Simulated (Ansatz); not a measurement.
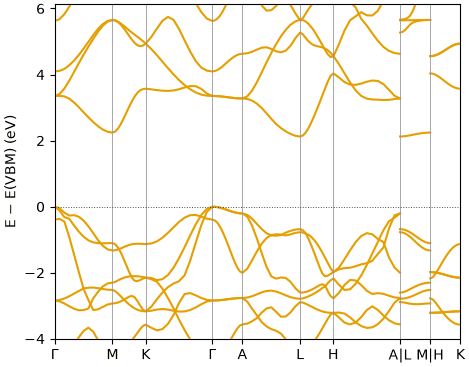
*Band structure from r²SCAN (plane waves, PAW; program Ansatz)*

### Question
Read off the gap and where the band edges lie.

### Answer
About 2.1 eV (2.12 eV by a search for the band edges); maximum at Γ, minimum at L.

### Question
Pick the material that matches.
A. Li2ZrN2, P-3m1 (Li on 2d, Zr on 1a, N on 2d)
B. Li4Nb6NiO18, P3 (Pearson symbol hP29)
C. BaCd2Sb2, P-3m1 (Ba on 1a, Cd on 2d, Sb on 2d)
D. Ce2SeO2, P-3m1 (Ce on 2d, Se on 1b, O on 2d)

### Answer
A, Li2ZrN2, P-3m1 (Li on 2d, Zr on 1a, N on 2d)

The first step of the workflow began from a Materials Project structure, measured or hypothetical; the Crystallography Open Database copy checked does not list it. Its standing as an ambient phase is unchecked. The cell was relaxed with r²SCAN under the symmetry of its start; its stability against distortions is not shown here. The run is not spin-polarised. Scalar-relativistic: spin–orbit coupling is off unless named, which matters more the heavier the elements.

Potentials: the later of the program's two PAW sets.
